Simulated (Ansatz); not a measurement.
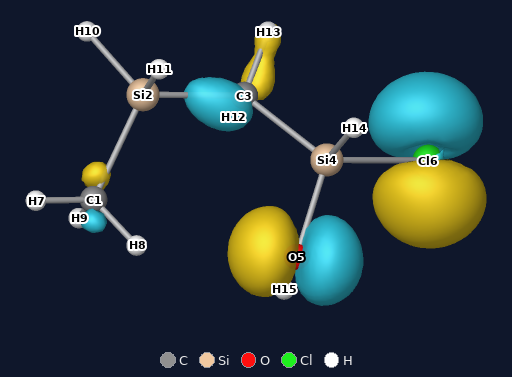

C2H9ClOSi2. The HOMO−1 at ±0.15 Å⁻³ᐟ² (yellow and cyan are the two phases), seen across its widest extent.

Level of theory: Ansatz 0.2.0, RKS PBE-D4/def2-SVP.

```xyz
15

C    -0.2312   -1.7012    1.1735
Si    1.1872   -0.5364    0.7303
C     0.5167    1.1444    0.1393
Si   -0.4233    1.0893   -1.4790
O    -1.6636   -0.0419   -1.4787
Cl   -1.2129    2.9955   -1.8434
H     0.1460   -2.6992    1.4749
H    -0.8968   -1.8234    0.2951
H    -0.8309   -1.2944    2.0141
H     2.0852   -0.3157    1.9214
H     2.0244   -1.1369   -0.3710
H    -0.1390    1.5747    0.9281
H     1.3639    1.8542    0.0148
H     0.4437    0.7083   -2.6337
H    -2.3914    0.1319   -0.8563
```

Question: What is the character of this orbital?

Answer: Its weight (Hirshfeld) is mainly on Cl6 (about 50 %) and O5 (about 30 %); largely a combination of lone pairs on Cl6 and O5. Its energy is −7.27 eV.
